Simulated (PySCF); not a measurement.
The calculation's input:

```
{"job": {"kind": "nmr", "xc": "PBE0", "basis": "pcSseg-1"}, "charge": -1, "multiplicity": 1}
C      3.076540     0.599039     0.276852
C      1.595517     0.911945     0.218447
P      0.762492    -0.741727    -0.121754
O      1.174738    -1.212345    -1.475320
O      0.986223    -1.637246     1.049324
C     -1.067136    -0.252009    -0.176220
C     -1.760320    -1.577924    -0.451012
C     -1.524918     0.304577     1.161607
C     -1.340642     0.720769    -1.311157
H      3.251833    -0.137199     1.059551
H      3.688381     1.485080     0.471032
H      3.379562     0.151731    -0.668432
H      1.386581     1.623781    -0.581743
H      1.254531     1.329875     1.166913
H     -2.847615    -1.468992    -0.514558
H     -1.384324    -1.988969    -1.386546
H     -1.514461    -2.279334     0.344657
H     -2.616453     0.356912     1.212179
H     -1.125503     1.304560     1.326260
H     -1.164884    -0.345375     1.956131
H     -0.854856     0.356418    -2.213724
H     -2.414485     0.813710    -1.498414
H     -0.945554     1.709705    -1.081967
```

Command:

```sh
OMP_NUM_THREADS=1 python probes_run.py task.json out
```

Geometry: GFN2-xTB.

These are results of PySCF 2.14.0, PBE0/pcSseg-1, SCF density, gas phase, non-relativistic, not measurements.

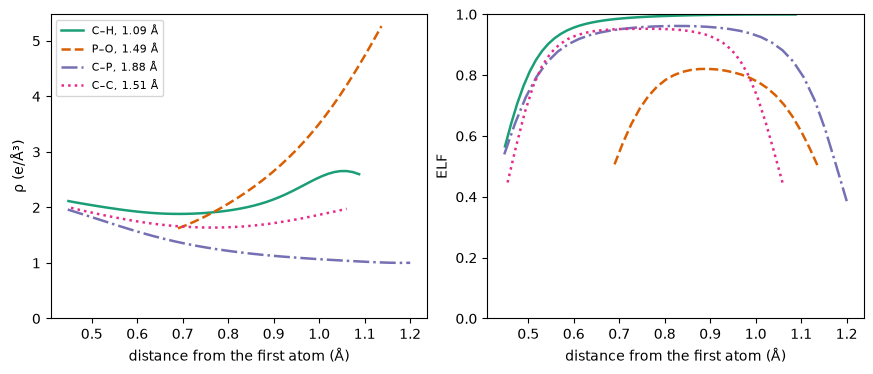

C6H14O2P (charge −1). Electron density and ELF along straight lines between neighbouring atoms. The curves leave out the atomic cores.

Compare the contacts.

C–H (1.09 Å): the density is about 2 e/Å³ at the midpoint; the ELF climbs to about 1 towards the hydrogen, as it does in any bond to H: a covalent bond by its length.
P–O (1.49 Å): ρ is about 1.8 e/Å³ halfway; the ELF peaks at about 0.80 between the atoms, as expected for a short, strongly polar bond.
C–P (1.88 Å): ρ at the midpoint is about 1.1 e/Å³; the ELF peaks at about 0.95 between the atoms; localised, covalent bonding.
C–C (1.51 Å): ρ is about 1.6 e/Å³ halfway; the ELF peaks at about 0.95 between the atoms: a covalent bond.
